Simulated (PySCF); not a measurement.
# SiH2Cl2 (SiCl2H2): FCI/STO-3G

Aim: the vertical ionisation energy of SiH2Cl2 (SiCl2H2) at FCI/STO-3G, from 2 runs. Input form: a Python script.

Program for the calculation: PySCF 2.14.0.

5 further runs of the same task are left out: 5 set aside as unsound or not needed.

## 1. The molecule

SiH2Cl2 has 5 atoms, charge 0, and is taken as a singlet. SMILES: `[H][Si]([H])(Cl)Cl`. The shape is that of a GFN2-xTB optimisation.

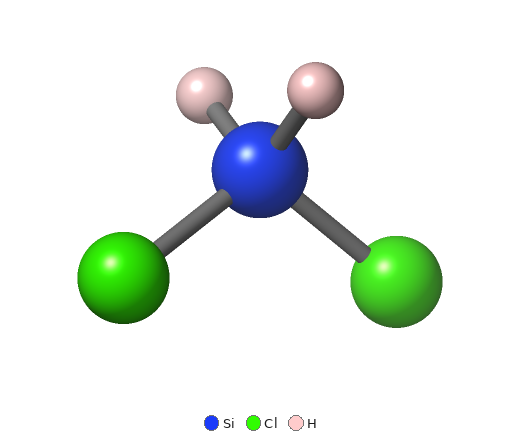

Viewed from a chosen angle; silicon blue, chlorine green, hydrogen pink.

## 2. A single-point energy at FCI/STO-3G

job.py reads:

```python
# SiCl2H2
from pyscf import gto, mcscf
from pyscf import fci

system = gto.M(
    atom='''
Si    -0.216204     0.000189    -0.151367
Cl    -0.202031    -0.039590     3.645603
Cl     3.356267     0.027855    -1.439291
H     -1.475989     2.290159    -1.003501
H     -1.462024    -2.278594    -1.051444
''',
    charge=0,
    verbose=3,
    spin=0,
    basis='sto-3g',
    unit='bohr',
    max_memory=1860,
)

calc0 = system.RHF()
calc0.conv_tol = 1e-10
calc0.kernel()
if not calc0.converged:
    calc0 = calc0.newton().run(calc0.mo_coeff, calc0.mo_occ)

cas = mcscf.CASCI(calc0, calc0.mo_coeff.shape[-1] - 15, (system.nelec[0] - 15, system.nelec[1] - 15))  # full CI above the frozen core
cas.fcisolver = fci.direct_spin0.FCI(system)  # even spin states alone
cas.kernel()
print('<S^2> = %.4f' % cas.fcisolver.spin_square(cas.ci, cas.ncas, cas.nelecas)[0])
e_tot = cas.e_tot
print('Final energy', e_tot)
```

On the command line:

```console
OMP_NUM_THREADS=1 python job.py
```

Standard output:

```text
converged SCF energy = -1196.02648594311
CASCI E = -1196.08842202354  E(CI) = -64.9728520637411  S^2 = 0.0000000
<S^2> = 0.0000
Final energy -1196.088422023538
```

It took 17 s on 1 thread of Arm Neoverse V1, shared host; peak memory 0.32 GiB.

## 3. The doublet cation

run.py reads:

```python
from pyscf import gto, mcscf

mol = gto.M(
    atom='''
Si    -0.114410     0.000100    -0.080100
Cl    -0.106910    -0.020950     1.929170
Cl     1.776060     0.014740    -0.761640
H     -0.781060     1.211900    -0.531030
H     -0.773670    -1.205780    -0.556400
''',
    verbose=3,
    basis='sto-3g',
    spin=1,
    charge=1,
    max_memory=1860,
)

hf = mol.ROHF()
hf.conv_tol = 1e-10
hf.kernel()
if not hf.converged:
    hf = hf.newton().run(hf.mo_coeff, hf.mo_occ)

cas = mcscf.CASCI(hf, hf.mo_coeff.shape[-1] - 15, (mol.nelec[0] - 15, mol.nelec[1] - 15))  # full CI above the frozen core
cas.fix_spin_(ss=0.75)
cas.kernel()
etot = cas.e_tot
print('E(%s) = %.9f' % ('FCI', etot))
```

On the command line:

```console
OMP_NUM_THREADS=1 python run.py
```

Standard output:

```text
converged SCF energy = -1195.63544185782
CASCI E = -1195.73056326260  E(CI) = -64.6124368947731  S^2 = 0.7500000
E(FCI) = -1195.730563263
```

Run time: 78 s. Hardware: 1 thread of Arm Neoverse V1, shared host; peak memory 0.56 GiB.

## 4. Summary of results

At FCI/STO-3G, 15 core orbitals frozen:

```
                                                     quantity           value
                                singlet SiH2Cl2: total energy  -1196.08842 Eh
        singlet SiH2Cl2: dipole moment (Hartree–Fock density)          2.89 D
         singlet SiH2Cl2: HOMO energy (Hartree–Fock orbitals)       -10.75 eV
         singlet SiH2Cl2: LUMO energy (Hartree–Fock orbitals)         8.53 eV
       singlet SiH2Cl2: HOMO–LUMO gap (Hartree–Fock orbitals)        19.27 eV
singlet SiH2Cl2: correlation energy (15 core orbitals frozen)       -61.9 mEh
                                 doublet cation: total energy  -1195.73056 Eh
 doublet cation: correlation energy (15 core orbitals frozen)       -95.1 mEh
           vertical ionisation energy (to the doublet cation)        9.738 eV
```

Removing an electron at fixed nuclei costs 9.74 eV (225 kcal/mol). In a minimal basis such a difference can be off by several eV, whatever the method.
